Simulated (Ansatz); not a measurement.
The parent structure is ZnSiP2 in the chalcopyrite structure (space group I-42d, No. 122; a = 5.4185 Å, c = 10.5397 Å). Axes: x, y, z lie along a, b, c of the conventional cell.

One thing is altered: biaxial strain −3.00 %, plane normal [001], relaxed out of plane (Cartesian); in-plane vectors clamped, the third vector and the atoms free.

Level of theory: PBE, PAW, 420 eV (Ansatz, an electronic-structure program; spin-orbit coupling left out).

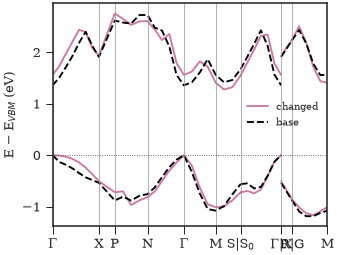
Figure: Highest valence and lowest conduction band along the path, each from its own valence-band maximum

Read the changed gap and its character from the plot.

About 1.28 eV, indirect, Γ → M–S (33 % along).

Whether these cells are dynamically stable was not tested.
